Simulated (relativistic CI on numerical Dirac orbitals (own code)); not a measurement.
**Hf⁴²⁺: how the levels respond to the fine-structure constant and the nuclear radius**

How sensitive are the low transitions of Hf⁴²⁺ to a change of α? Wanted is q = dE/dx with x = (α/α0)² − 1, and the field-shift factor by the mean square nuclear radius, for the lowest 30 levels.

Method: Dirac-Coulomb-Breit CI, KLI orbitals optimised for each configuration, derivatives by finite differences. Code: relativistic CI on numerical Dirac orbitals (own code) version 2.

## Step 1: What is computed

- ion: Hf⁴²⁺ (Hf XLIII)
- nuclear charge: 72
- electrons: 30
- isotope: A = 180
- first configuration: [Ar] 3d10 4s2

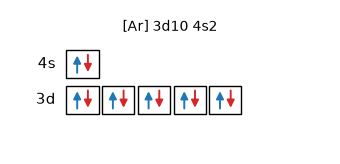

Occupation of the outer shells (arrows by Hund's rule).

## Step 2: The run

Input settings:

```ini
atom Hf  Z=72  charge=42  electrons=30
nucleus A=180  rms_radius_fm=5.3470
hamiltonian dirac-coulomb  breit=on  qed=off  c_scale=1
orbitals kli  potential=per-configuration
slater_scale 1
correlation none
mixing on
configurations
  [Ar] 3d10 4s2
  [Ar] 3d10 4s 4p
  [Ar] 3d10 4p2
  [Ar] 3d10 4s 4d
  [Ar] 3d10 4d2
  [Ar] 3d10 4s 4f
  [Ar] 3d10 4p 4d
  [Ar] 3d10 4f2
end
derivatives alpha2 +-0.01 radius +-1%
```

Q: Predict the outcome of this session. Wanted: lowest level; largest q in size, lowest 30 levels; largest field-shift factor among them.

**Answer**, as computed:

| quantity | value |
| --- | --- |
| lowest level | 4s2 1S0 |
| largest q in size, lowest 30 levels | 2.083e+06 cm⁻¹ (4p 4d [4p3/2 4d5/2] J=2°) |
| largest field-shift factor among them | -3.55e+03 GHz/fm² (4p2 [4p3/2^2] J=0) |

In words: Among these levels the largest q belongs to 4p 4d [4p3/2 4d5/2] J=2°, a change of configuration. K = 2q/E, the relative sensitivity of a level, hangs on the computed energy: between configurations that lie close it can be off by a factor of several.
